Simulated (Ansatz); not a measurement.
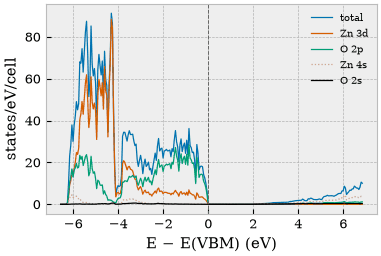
Figure: Total and projected density of states of MgZn$_{3}$O$_{4}$ in space group C2 (No. 5; Pearson symbol mS64), DFT-r²SCAN in the program Ansatz with PAW potentials

Which orbitals carry the states next to the gap?

Top 1 eV of the valence band: O 2p 79 %, Zn 3d 19 %. Bottom 1 eV of the conduction band: Zn 4s 45 %, O 2s 25 %, Mg 3s 14 %, O 2p 14 %. Projections are on Löwdin-orthogonalised atomic valence shells; empty p or d shells of many metals are not among them.

Where is the tallest occupied peak in this window, and what makes it?

Near -4.3 eV, about 91 states/eV per cell; the largest projected share is Zn 3d.

The start of the workflow was typed in or built on a structure type; neither database checked (COD, Materials Project) lists it. Whether it is the stable phase at ambient conditions was not checked. The cell was relaxed with r²SCAN under the symmetry of its start; its stability against distortions is not shown here.

Potentials: the later of the program's two PAW sets.
